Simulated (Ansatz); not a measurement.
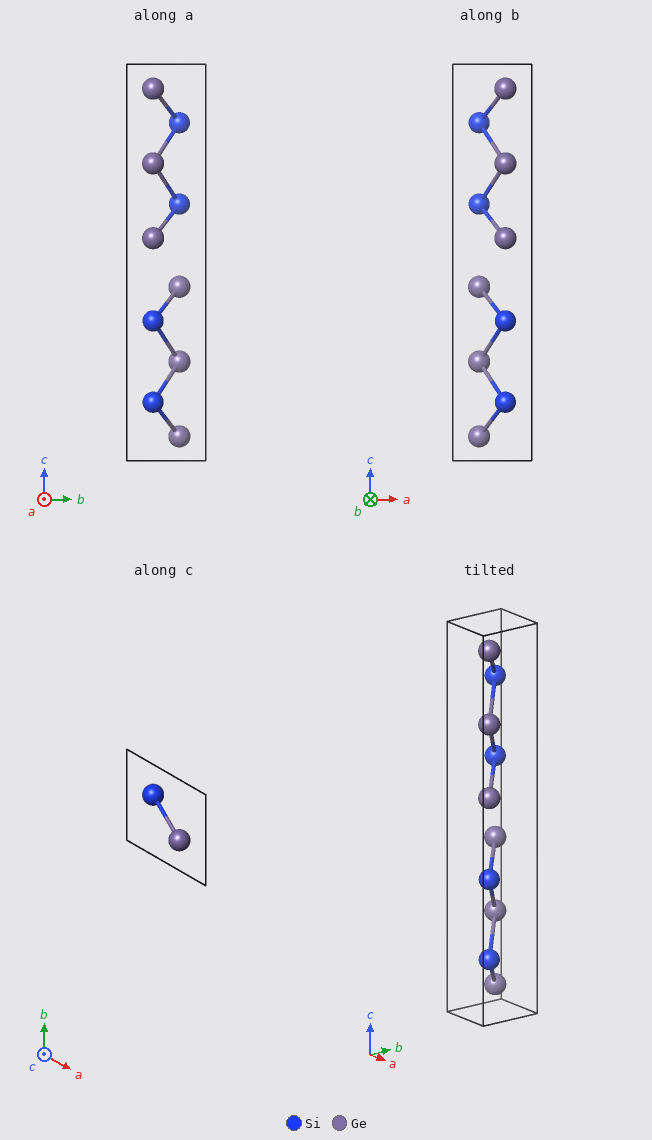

We look at a ball-and-stick model of the crystal along the a axis, along the b axis, along the c axis and slightly off an axis. The conventional unit cell is outlined; an atom on or near a face, edge or corner is repeated at each equivalent position.

Lattice parameters: a = 3.708 Å, b = 3.708 Å, c = 16.158 Å, α = 90.00°, β = 90.00°, γ = 120.00°. Put a along x and b in the xy plane.

### From the views, write a POSCAR file, with free fractional coordinates to two decimals.

```
Si Ge
1.0
     3.708    0.000    0.000
    -1.854    3.211    0.000
     0.000    0.000   16.158
Si Ge
4 6
Direct
  0.3333 0.6667 0.65
  0.3333 0.6667 0.85
  0.6667 0.3333 0.15
  0.6667 0.3333 0.35
  0.3333 0.6667 0.06
  0.3333 0.6667 0.25
  0.3333 0.6667 0.44
  0.6667 0.3333 0.56
  0.6667 0.3333 0.75
  0.6667 0.3333 0.94
```

The model was built from a structure type filled with these elements by a generator (whether the compound takes this form wasn't checked). The structure drawn was relaxed with DFT PBE, scalar-relativistic, plane waves, PAW (Ansatz 0.2.0).
